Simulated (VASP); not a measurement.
Band structure of MgCdTe2 (space group P-4m2). Computed with LDA (Ceperley-Alder, Perdew-Zunger) with spin-orbit coupling, VASP's LDA PAW potentials (set 64) (plane waves; VASP).

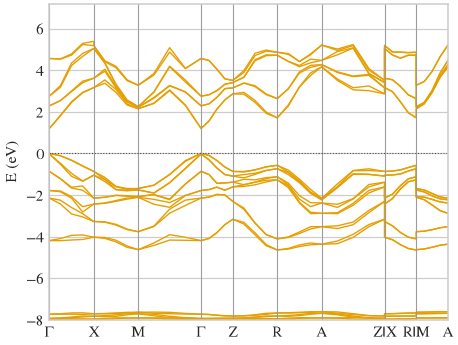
Fig. 1. Bands along high-symmetry lines, zero at the valence-band maximum or, without a gap, the Fermi level

**Question.** Read the plot: is there a gap, and where are the band edges?

**Answer.** The gap is direct, 1.20 eV, from the valence maximum at Γ to the conduction minimum at Γ.

The structure comes from a computed database's MgCdTe2 entry (P-4m2); how it stands against other phases isn't given here. It was relaxed first, which changed the volume by -6 %.
